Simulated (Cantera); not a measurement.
Charge: 1 mol Fe2O3, 0.32 mol SO2, a varied amount of O2, at 1098.15 K and 10.0 Torr.

These are equilibrium values from Cantera (NASA tables, ideal gas, pure condensed phases), not measurements of a reactor. Candidate condensed phases: Fe, FeO, FeS, FeSO4, FeS2, Fe2O3, Fe2(SO4)3, Fe3O4, S; 12 gas species. Rates play no part.

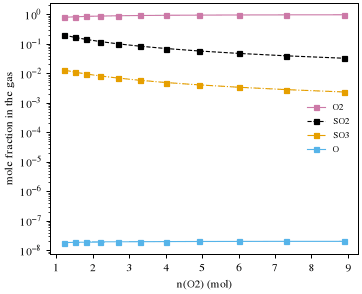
Figure. Equilibrium gas composition (values under 1e-9 drawn at 1e-9)

Problem. Read off the mole fractions at 1.2 mol O2.

Solution. O2 about 0.79, SO2 about 0.20, SO3 about 0.013, O about 1.8e-8.
